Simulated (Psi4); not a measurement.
Reaction (SMILES): N (NH3) + H+ → [NH4+]
B3LYP-D3(BJ)/def2-TZVP geometries, fixed; electronic energies without zero-point terms; positive where energy is released.

Basis-set convergence of the proton affinity at PBE with Psi4. All functions are spherical. Density fitting with the program's default auxiliary sets. Psi4's default fitting sets serve the pcseg sets less well. No added dispersion term, no relativity. Functions are those of the species that has most. Reference: the value in aug-cc-pVQZ, 210.81 kcal/mol, itself unsure by roughly 0.53 kcal/mol (its mean distance from def2-QZVPPD, def2-QZVPP, cc-pVQZ). Deviations are taken from unrounded values.

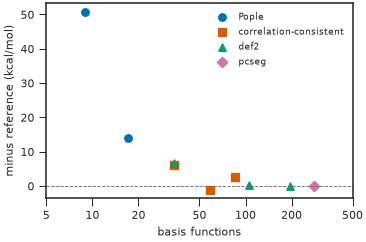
*Deviation from the reference against the number of basis functions, by family of sets.*

| basis | functions | proton affinity (kcal/mol) | minus reference (kcal/mol) |
|---|---|---|---|
| STO-3G | 9 | 261.49 | 50.67 |
| 6-31G | 17 | 224.70 | 13.89 |
| cc-pVDZ | 34 | 217.04 | 6.22 |
| def2-SVP | 34 | 217.38 | 6.57 |
| aug-cc-pVDZ | 59 | 209.78 | -1.03 |
| cc-pVTZ | 86 | 213.54 | 2.73 |
| def2-TZVPPD | 105 | 210.96 | 0.15 |
| def2-QZVPPD | 195 | 210.84 | 0.03 |
| aug-pcseg-3 | 281 | 210.83 | 0.02 |
